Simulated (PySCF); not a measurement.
Si(OMe)H3 (CH6OSi).

Method: PBE0/6-31+G*; geometry: GFN2-xTB; program: PySCF. No frequency check shows the geometry to be a minimum.

Coordinates in Å:

```
Si1      1.0696   -0.0835   -0.0012
O2      -0.4420    0.5012   -0.0002
C3      -1.6541   -0.1846    0.0029
H4      -1.7479   -0.8176   -0.8832
H5      -2.4593    0.5511   -0.0160
H6      -1.7453   -0.8147    0.8915
H7       1.3233   -0.9108    1.1832
H8       1.7954    1.1739    0.0089
H9       1.3198   -0.9147   -1.1838
```

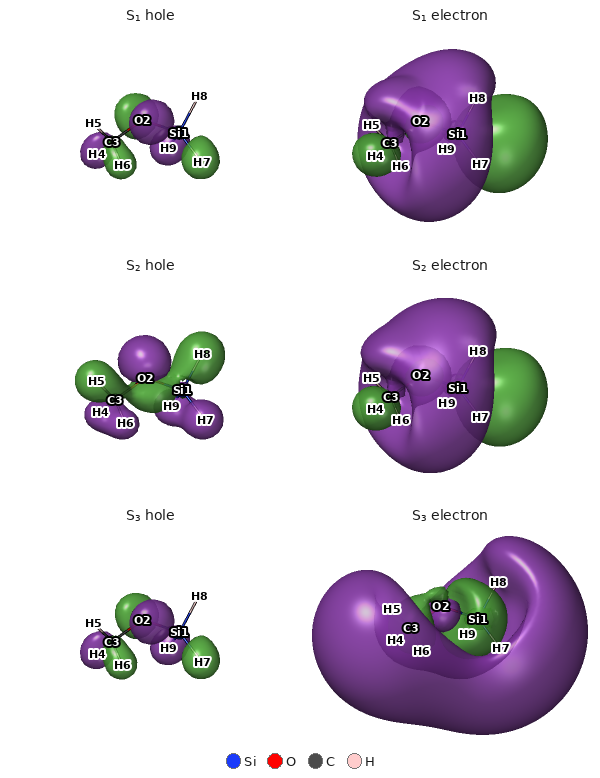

Leading natural transition orbitals (TDA singlet states).

Describe these excited states.

By state:
- S₁: 6.70 eV (185 nm), f = 0.003, partly diffuse acceptor orbital; the leading pair carries 100 %; hole on O2 (50 %), Si1 (13 %) and C3 (9 %), electron on Si1 (53 %), C3 (11 %) and O2 (9 %) (atom shares of so diffuse an orbital are rough); their centroids lie 0.9 Å apart.
- S₂: 7.31 eV (170 nm), f = 0.015, partly diffuse acceptor orbital; the leading pair carries 99 %; hole on O2 (47 %), Si1 (14 %) and C3 (11 %), electron on Si1 (52 %), C3 (11 %) and O2 (9 %) (atom shares of so diffuse an orbital are rough); their centroids lie 1.0 Å apart.
- S₃: 7.52 eV (165 nm), f = 0.056, diffuse (Rydberg-like) orbital; the leading pair carries 99 %; hole on O2 (49 %), Si1 (13 %) and C3 (10 %), electron on Si1 (45 %), C3 (17 %) and H7 and H9 (7 % each) (atom shares of so diffuse an orbital are rough); their centroids lie 1.1 Å apart.

The PySCF run took 30 s on 1 thread of AMD EPYC 7B13 (Zen 3), on a shared host, peak memory 0.45 GiB.
